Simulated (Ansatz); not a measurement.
**Run report: C2H5NO, nudged elastic band**

The run: nudged elastic band of C2H5NO. Method and program: RKS LDA/def2-SVP (Ansatz 0.2.0).

It belongs to a series of runs on one base structure; here: band between the two ends.

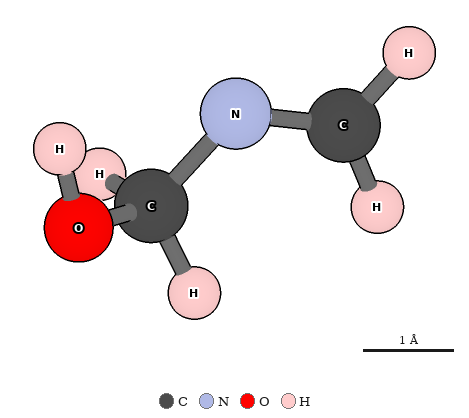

**Figure 1.** The structure as given in the input (ball-and-stick view, seen at a tilt).

Summary:

```csv
quantity,value
outcome,converged
"barrier, forward",3.252 eV
"barrier, backward",1.557 eV
hardware,"1 thread of Arm Neoverse V2, 24 GiB of memory available, shared host"
wall time,2.4 min
peak memory,0.25 GiB
```

Remarks:

The order of the saddle point was not checked.

The input:
```yaml
crystal:
  periodic: [false, false, false]
  atoms:
    - { symbol: C, position_ang: [-1.505028, -0.135965, 0.08317] }
    - { symbol: "N", position_ang: [-0.350638, -0.595732, -0.149221] }
    - { symbol: C, position_ang: [0.773327, 0.284003, -0.155285] }
    - { symbol: O, position_ang: [1.847262, -0.281343, 0.503972] }
    - { symbol: H, position_ang: [-2.38585, -0.812935, 0.065539] }
    - { symbol: H, position_ang: [-1.697722, 0.945768, 0.312839] }
    - { symbol: H, position_ang: [0.55995, 1.273724, 0.331159] }
    - { symbol: H, position_ang: [0.988349, 0.498148, -1.241139] }
    - { symbol: H, position_ang: [1.85875, -1.221969, 0.231966] }
basis:
  gaussian: { orbitals: def2-SVP }
hamiltonian:
  xc: lda
neb:
  order_check: false
  images: 7
  f_tol: 0.03
  max_iterations: 60
  final_atoms:
    - { symbol: C, position_ang: [-1.69577698, 0.0140241, 0.6755855] }
    - { symbol: "N", position_ang: [-0.81581715, -0.24384445, -0.25087882] }
    - { symbol: C, position_ang: [0.55494007, 0.27285334, -0.35297276] }
    - { symbol: O, position_ang: [1.38142686, -0.193578, 0.64196397] }
    - { symbol: H, position_ang: [-1.06691327, -0.92954541, -0.98678636] }
    - { symbol: H, position_ang: [-1.19254377, 0.76967653, 1.35323171] }
    - { symbol: H, position_ang: [0.50423939, 1.37817216, -0.23891317] }
    - { symbol: H, position_ang: [0.91895389, 0.04321739, -1.39025755] }
    - { symbol: H, position_ang: [1.49989097, -1.15727665, 0.53202749] }
  initial_path:
    images:
      - { positions_ang: [[-1.505028, -0.135965, 0.08317], [-0.350638, -0.595732, -0.149221], [0.773327, 0.284003, -0.155285], [1.847262, -0.281343, 0.503972], [-2.38585, -0.812935, 0.065539], [-1.697722, 0.945768, 0.312839], [0.55995, 1.273724, 0.331159], [0.988349, 0.498148, -1.241139], [1.85875, -1.221969, 0.231966]] }
      - { positions_ang: [[-1.48412237, -0.13005607, 0.17409796], [-0.42467947, -0.53891115, -0.23751434], [0.7286543, 0.29653094, -0.21231132], [1.76726783, -0.25597489, 0.53776245], [-2.25277077, -0.83550126, -0.08023927], [-1.58224882, 0.87266885, 0.54815888], [0.54863999, 1.30676001, 0.19854088], [1.0444053, 0.4370099, -1.26333229], [1.74325401, -1.19882732, 0.31783704]] }
      - { positions_ang: [[-1.46321674, -0.12414715, 0.26502593], [-0.49872094, -0.4820903, -0.32580768], [0.68398159, 0.30905887, -0.26933764], [1.68727366, -0.23060679, 0.57155291], [-2.11969154, -0.85806752, -0.22601754], [-1.46677563, 0.79956969, 0.78347876], [0.53732998, 1.33979601, 0.06592277], [1.10046161, 0.37587181, -1.28552559], [1.62775801, -1.17568563, 0.40370809]] }
      - { positions_ang: [[-1.44231111, -0.11823822, 0.35595389], [-0.57276241, -0.42526945, -0.41410102], [0.63930889, 0.32158681, -0.32636396], [1.60727949, -0.20523868, 0.60534336], [-1.98661231, -0.88063377, -0.37179582], [-1.35130245, 0.72647054, 1.01879865], [0.52601997, 1.37283202, -0.06669535], [1.15651791, 0.31473371, -1.30771888], [1.51226202, -1.15254395, 0.48957913]] }
      - { positions_ang: [[-1.42140547, -0.11232929, 0.44688186], [-0.64680389, -0.3684486, -0.50239436], [0.59463619, 0.33411475, -0.38339028], [1.52728532, -0.17987058, 0.63913382], [-1.85353308, -0.90320003, -0.51757409], [-1.23582927, 0.65337139, 1.25411853], [0.51470996, 1.40586802, -0.19931347], [1.21257421, 0.25359561, -1.32991217], [1.39676603, -1.12940226, 0.57545018]] }
      - { positions_ang: [[-1.48999835, -0.08074094, 0.50405777], [-0.6890572, -0.33729757, -0.43951548], [0.58471216, 0.31879939, -0.3757859], [1.4908207, -0.18329743, 0.63984136], [-1.65687813, -0.90978638, -0.63487716], [-1.22500789, 0.68244767, 1.27889682], [0.51209232, 1.39894406, -0.20921339], [1.13916913, 0.20100106, -1.34499852], [1.42254726, -1.13637086, 0.5645945]] }
      - { positions_ang: [[-1.55859123, -0.0491526, 0.56123368], [-0.73131052, -0.30614653, -0.37663659], [0.57478813, 0.30348404, -0.36818152], [1.45435609, -0.18672429, 0.6405489], [-1.46022318, -0.91637272, -0.75218023], [-1.21418652, 0.71152396, 1.30367512], [0.50947468, 1.39202009, -0.21911332], [1.06576405, 0.1484065, -1.36008486], [1.4483285, -1.14333946, 0.55373883]] }
      - { positions_ang: [[-1.62718411, -0.01756425, 0.61840959], [-0.77356384, -0.27499549, -0.3137577], [0.5648641, 0.28816869, -0.36057714], [1.41789147, -0.19015114, 0.64125643], [-1.26356823, -0.92295907, -0.86948329], [-1.20336514, 0.74060025, 1.32845341], [0.50685703, 1.38509612, -0.22901325], [0.99235897, 0.09581195, -1.3751712], [1.47410973, -1.15030806, 0.54288316]] }
      - { positions_ang: [[-1.69577698, 0.0140241, 0.6755855], [-0.81581715, -0.24384445, -0.25087882], [0.55494007, 0.27285334, -0.35297276], [1.38142686, -0.193578, 0.64196397], [-1.06691327, -0.92954541, -0.98678636], [-1.19254377, 0.76967653, 1.35323171], [0.50423939, 1.37817216, -0.23891317], [0.91895389, 0.04321739, -1.39025755], [1.49989097, -1.15727665, 0.53202749]] }
```

Launched with:
```bash
ansatz run input.yaml --threads 1 --pin off --max-ram 2048MiB --backend cpu --events-out ev --progress --plain --runs-dir out
```

What the program printed:
```
Engine: ansatz 0.2.0, aarch64-unknown-linux-gnu
Functional definition: SPW92
  exchange = slater_x
  correlation = pw_c
921 factors; their error is unknown
mean field evaluation 1: about -5632.6057 eV, gradient 5.8e1 eV
mean field evaluation 2: about -5618.7028 eV, gradient 9.9e1 eV
mean field evaluation 4: about -5640.0692 eV, gradient 8.1e0 eV
mean field evaluation 8: about -5640.2070 eV, gradient 1.2e-1 eV
mean field evaluation 16: about -5640.1569 eV, gradient 2.4e-4 eV
mean field -5640.15694126 eV, -207.2719445557 hartree, gradient 6.5e-5 eV, S^2 0.000000; 0 other end points of the search recorded, 0 dependent functions left out
the calculation of the forces begins
reference -5640.15696715 eV, -207.2719455069 hartree; 16, 16 occupied and 65, 65 virtual orbitals, 921 factors
921 factors; their error is unknown
mean field evaluation 32: about -5638.4622 eV, gradient 2.8e-4 eV
mean field -5638.46219311 eV, -207.2096637098 hartree, gradient 3.1e-5 eV, S^2 0.000000; 0 other end points of the search recorded, 0 dependent functions left out
[... from here on the field's lines of each further geometry are left out, up to the last ...]
NEB iter   1: max|band force component| = 8.453e0 eV/Å  barrier→ = 3.8069 eV  barrier← = 2.1122 eV  Δτ_max = 0.2000 Å  (251 SCF iters)
NEB iter   2: max|band force component| = 2.246e0 eV/Å  barrier→ = 3.5115 eV  barrier← = 1.8168 eV  Δτ_max = 0.2000 Å  (237 SCF iters)
NEB iter   3: max|band force component| = 3.053e0 eV/Å  barrier→ = 3.1663 eV  barrier← = 1.4716 eV  Δτ_max = 0.0975 Å  (214 SCF iters)
NEB iter   4: max|band force component| = 1.765e0 eV/Å  barrier→ = 3.0715 eV  barrier← = 1.3767 eV  Δτ_max = 0.0492 Å  (212 SCF iters)
NEB iter   5: max|band force component| = 6.646e-1 eV/Å  barrier→ = 2.9937 eV  barrier← = 1.2990 eV  Δτ_max = 0.0339 Å  (218 SCF iters)
NEB iter   6: max|band force component| = 2.032e0 eV/Å  barrier→ = 3.0546 eV  barrier← = 1.3599 eV  CI = image 5  Δτ_max = 0.1014 Å  (218 SCF iters)
NEB iter   7: max|band force component| = 6.609e-1 eV/Å  barrier→ = 3.2999 eV  barrier← = 1.6051 eV  CI = image 5  Δτ_max = 0.0878 Å  (214 SCF iters)
NEB iter   8: max|band force component| = 5.439e-1 eV/Å  barrier→ = 3.3168 eV  barrier← = 1.6221 eV  CI = image 5  Δτ_max = 0.0952 Å  (215 SCF iters)
NEB iter   9: max|band force component| = 2.645e-1 eV/Å  barrier→ = 3.3017 eV  barrier← = 1.6069 eV  CI = image 5  Δτ_max = 0.1988 Å  (210 SCF iters)
NEB iter  10: max|band force component| = 2.849e-1 eV/Å  barrier→ = 3.2756 eV  barrier← = 1.5808 eV  CI = image 5  Δτ_max = 0.0998 Å  (224 SCF iters)
NEB iter  11: max|band force component| = 2.711e-1 eV/Å  barrier→ = 3.2657 eV  barrier← = 1.5709 eV  CI = image 5  Δτ_max = 0.0998 Å  (209 SCF iters)
NEB iter  12: max|band force component| = 3.263e-1 eV/Å  barrier→ = 3.2589 eV  barrier← = 1.5642 eV  CI = image 5  Δτ_max = 0.0500 Å  (202 SCF iters)
NEB iter  13: max|band force component| = 1.670e-1 eV/Å  barrier→ = 3.2563 eV  barrier← = 1.5615 eV  CI = image 5  Δτ_max = 0.0470 Å  (215 SCF iters)
NEB iter  14: max|band force component| = 1.853e-1 eV/Å  barrier→ = 3.2548 eV  barrier← = 1.5600 eV  CI = image 5  Δτ_max = 0.0231 Å  (209 SCF iters)
NEB iter  15: max|band force component| = 7.217e-2 eV/Å  barrier→ = 3.2537 eV  barrier← = 1.5589 eV  CI = image 5  Δτ_max = 0.0235 Å  (215 SCF iters)
NEB iter  16: max|band force component| = 4.810e-2 eV/Å  barrier→ = 3.2528 eV  barrier← = 1.5580 eV  CI = image 5  Δτ_max = 0.0135 Å  (215 SCF iters)
NEB iter  17: max|band force component| = 3.393e-2 eV/Å  barrier→ = 3.2522 eV  barrier← = 1.5575 eV  CI = image 5  Δτ_max = 0.0095 Å  (207 SCF iters)
the calculation of the forces begins
reference -5638.46874783 eV, -207.2099045913 hartree; 16, 16 occupied and 65, 65 virtual orbitals, 921 factors
921 factors; their error is unknown
mean field -5636.90491949 eV, -207.1524349598 hartree, gradient 2.7e-5 eV, S^2 0.000000; 1 other end points of the search recorded, 0 dependent functions left out
the calculation of the forces begins
reference -5636.90494475 eV, -207.1524358882 hartree; 16, 16 occupied and 65, 65 virtual orbitals, 921 factors
NEB iter  18: max|band force component| = 2.240e-2 eV/Å  barrier→ = 3.2520 eV  barrier← = 1.5573 eV  CI = image 5  Δτ_max = 0.0000 Å  (418 SCF iters)
```

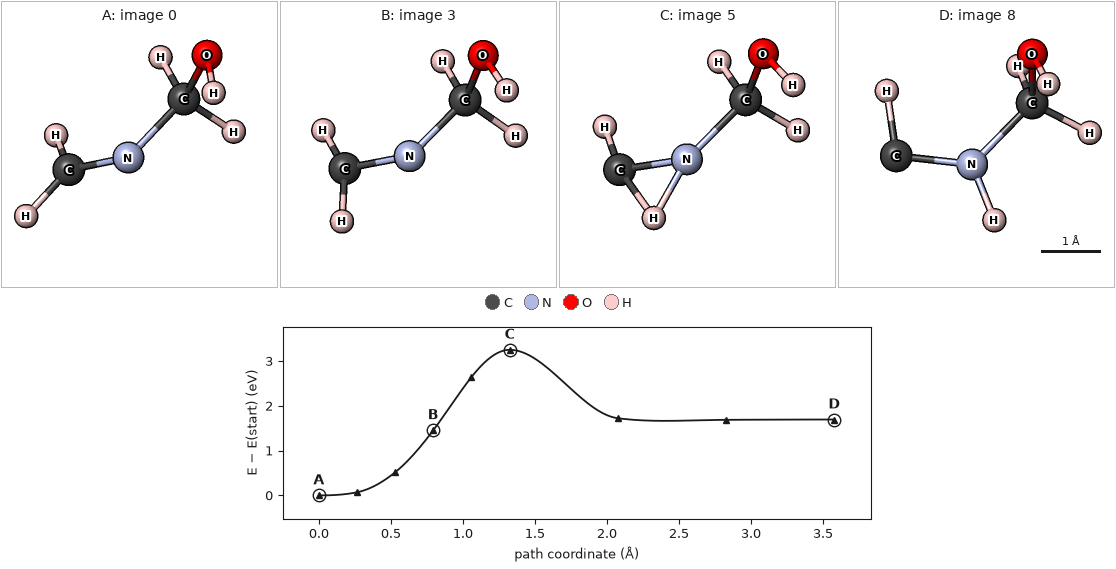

**Figure 2.** Images of the last band (counted from 0; ball-and-stick, seen at a tilt) above the energy along the path; the line is a cubic interpolation that uses the forces. The highest image is number 5, 3.252 eV above the start and 1.557 eV above the end (the climbing image); the end lies 1.695 eV above the start. The path is 3.58 Å long. The band converged in 18 iterations.

```
Total energy: -5636.90494475 eV, -207.1524358882 hartree
Atom 0 at    -1.739387     0.091392     0.331056 Å, force    -0.007755    -0.003016     0.000703 eV/Å
Atom 1 at    -0.612131    -0.418494    -0.098528 Å, force     0.016246     0.001526     0.006126 eV/Å
Atom 2 at     0.683331     0.233817    -0.190808 Å, force    -0.007176    -0.003797     0.001215 eV/Å
Atom 3 at     1.675202    -0.404400     0.512949 Å, force    -0.004089     0.001586    -0.009618 eV/Å
Atom 4 at    -1.566977    -1.099689    -0.281615 Å, force    -0.000510     0.003290    -0.004117 eV/Å
Atom 5 at    -1.701309     1.172665     0.685981 Å, force     0.001787     0.000655     0.000407 eV/Å
Atom 6 at     0.531725     1.253738     0.253885 Å, force     0.001137     0.000206     0.000322 eV/Å
Atom 7 at     0.917825     0.358610    -1.280291 Å, force     0.000057     0.001183    -0.001627 eV/Å
Atom 8 at     1.900121    -1.233939     0.050372 Å, force     0.000303    -0.001633     0.006590 eV/Å
Dipole moment:     0.347200    -0.094700    -0.370303 e Å
this run last wrote the band of iteration 18 to [file]
```

The last band as extended XYZ (Å, eV, eV/Å):
```
9
Properties=species:S:1:pos:R:3:forces:R:3 image=0 energy=-5640.15694
C    -1.5050   -0.1360    0.0832   -0.0040   0.0043  -0.0012
N    -0.3506   -0.5957   -0.1492    0.0060  -0.0059  -0.0154
C     0.7733    0.2840   -0.1553   -0.0010  -0.0023   0.0100
O     1.8473   -0.2813    0.5040    0.0035   0.0007  -0.0003
H    -2.3859   -0.8129    0.0655   -0.0036  -0.0012   0.0089
H    -1.6977    0.9458    0.3128   -0.0021   0.0011  -0.0031
H     0.5599    1.2737    0.3312    0.0011   0.0022   0.0010
H     0.9883    0.4981   -1.2411    0.0004   0.0006  -0.0006
H     1.8587   -1.2220    0.2320   -0.0004   0.0005   0.0006
9
Properties=species:S:1:pos:R:3:forces:R:3 image=1 energy=-5640.08676
C    -1.5232   -0.1074    0.1149    0.0755  -0.1739  -0.1156
N    -0.3703   -0.5302   -0.1754    0.0911  -0.1519  -0.0825
C     0.7786    0.2962   -0.1677    0.0492   0.0120  -0.0173
O     1.7936   -0.3019    0.5552    0.1309   0.0960  -0.0640
H    -2.3175   -0.8686    0.0001   -0.5194   0.2345   0.2556
H    -1.7694    0.9421    0.4535    0.0661  -0.2110  -0.1486
H     0.6072    1.3227    0.2549    0.0301  -0.0100   0.0779
H     1.0264    0.4163   -1.2599    0.1031   0.1914   0.0151
H     1.8630   -1.2154    0.2076   -0.0266   0.0130   0.0794
9
Properties=species:S:1:pos:R:3:forces:R:3 image=2 energy=-5639.63978
C    -1.5473   -0.0554    0.1625    0.4961  -0.4691  -0.3982
N    -0.3991   -0.4793   -0.1421    0.5052  -0.3222  -0.2376
C     0.7608    0.2919   -0.1704    0.2717   0.1675   0.0377
O     1.7519   -0.3272    0.5663    0.3962   0.2246  -0.0595
H    -2.1445   -0.9500   -0.0689   -1.9424   0.6266   0.7004
H    -1.7895    1.0098    0.5125   -0.1460  -0.7804  -0.3045
H     0.5953    1.3282    0.2216    0.2748   0.1705   0.1268
H     0.9861    0.3521   -1.2719    0.2434   0.3350   0.0301
H     1.8746   -1.2165    0.1735   -0.0990   0.0475   0.1049
9
Properties=species:S:1:pos:R:3:forces:R:3 image=3 energy=-5638.70076
C    -1.5956   -0.0144    0.2186    1.1656  -0.7901  -0.6940
N    -0.4480   -0.4469   -0.1178    1.1526  -0.2704  -0.3061
C     0.7306    0.2776   -0.1793    0.4378   0.3978   0.1169
O     1.7182   -0.3494    0.5529    0.4634   0.2299   0.0037
H    -1.9497   -1.0163   -0.1280   -3.2383   0.8083   1.0062
H    -1.7722    1.0787    0.5691   -0.4442  -1.0894  -0.3676
H     0.5668    1.3110    0.2140    0.3974   0.3633   0.1407
H     0.9492    0.3313   -1.2819    0.2050   0.3110   0.0354
H     1.8891   -1.2180    0.1355   -0.1393   0.0397   0.0648
9
Properties=species:S:1:pos:R:3:forces:R:3 image=4 energy=-5637.51356
C    -1.6655    0.0297    0.2760    1.1569  -0.9910  -0.7285
N    -0.5189   -0.4282   -0.1036    1.4214  -0.0740  -0.2337
C     0.7026    0.2566   -0.1870    0.3044   0.3937   0.1322
O     1.6940   -0.3752    0.5308    0.2894   0.1314   0.0280
H    -1.7538   -1.0612   -0.1961   -2.9703   0.8024   0.9205
H    -1.7392    1.1338    0.6298   -0.4864  -0.7905  -0.2808
H     0.5450    1.2841    0.2271    0.2935   0.3369   0.1065
H     0.9261    0.3379   -1.2853    0.0930   0.1784   0.0307
H     1.8980   -1.2238    0.0912   -0.1019   0.0127   0.0249
9
Properties=species:S:1:pos:R:3:forces:R:3 image=5 energy=-5636.90492
C    -1.7394    0.0914    0.3311   -0.0078  -0.0030   0.0007
N    -0.6121   -0.4185   -0.0985    0.0162   0.0015   0.0061
C     0.6833    0.2338   -0.1908   -0.0072  -0.0038   0.0012
O     1.6752   -0.4044    0.5129   -0.0041   0.0016  -0.0096
H    -1.5670   -1.0997   -0.2816   -0.0005   0.0033  -0.0041
H    -1.7013    1.1727    0.6860    0.0018   0.0007   0.0004
H     0.5317    1.2537    0.2539    0.0011   0.0002   0.0003
H     0.9178    0.3586   -1.2803    0.0001   0.0012  -0.0016
H     1.9001   -1.2339    0.0504    0.0003  -0.0016   0.0066
9
Properties=species:S:1:pos:R:3:forces:R:3 image=6 energy=-5638.43346
C    -1.8680    0.2332    0.4294   -0.1297   0.1437   0.0826
N    -0.7993   -0.3158   -0.0770   -0.1775   0.0900   0.0359
C     0.5747    0.2095   -0.1820   -0.1062  -0.0267   0.0015
O     1.5275   -0.4992    0.5144   -0.1458  -0.0650   0.0219
H    -0.9975   -1.2496   -0.4729    0.5612  -0.1627  -0.1529
H    -1.5523    1.2510    0.8046    0.1377   0.0954   0.0670
H     0.5007    1.2290    0.2643   -0.0364  -0.0126  -0.0322
H     0.8345    0.3269   -1.2665   -0.0763  -0.0717   0.0034
H     1.8680   -1.2313   -0.0313   -0.0269   0.0096  -0.0272
9
Properties=species:S:1:pos:R:3:forces:R:3 image=7 energy=-5638.46872
C    -1.7857    0.1271    0.5883   -0.0241   0.0132  -0.0218
N    -0.8060   -0.2741   -0.1726    0.0188   0.0053   0.0014
C     0.5545    0.2526   -0.2749    0.0075  -0.0025  -0.0001
O     1.4466   -0.3563    0.5797   -0.0075  -0.0034  -0.0171
H    -0.9664   -1.1170   -0.7558    0.0003  -0.0175   0.0155
H    -1.3834    1.0462    1.1149    0.0068  -0.0042   0.0127
H     0.4881    1.3244    0.0176   -0.0007  -0.0012   0.0068
H     0.8645    0.1918   -1.3517   -0.0016   0.0048   0.0029
H     1.6762   -1.2410    0.2375    0.0004   0.0054  -0.0003
9
Properties=species:S:1:pos:R:3:forces:R:3 image=8 energy=-5638.46219
C    -1.6958    0.0140    0.6756    0.0088  -0.0038   0.0154
N    -0.8158   -0.2438   -0.2509    0.0030   0.0004   0.0000
C     0.5549    0.2729   -0.3530   -0.0076  -0.0037  -0.0018
O     1.3814   -0.1936    0.6420   -0.0049  -0.0037  -0.0064
H    -1.0669   -0.9295   -0.9868   -0.0009   0.0106  -0.0041
H    -1.1925    0.7697    1.3532   -0.0056  -0.0025  -0.0143
H     0.5042    1.3782   -0.2389    0.0032   0.0010   0.0000
H     0.9190    0.0432   -1.3903   -0.0002  -0.0012   0.0036
H     1.4999   -1.1573    0.5320    0.0042   0.0029   0.0074
```
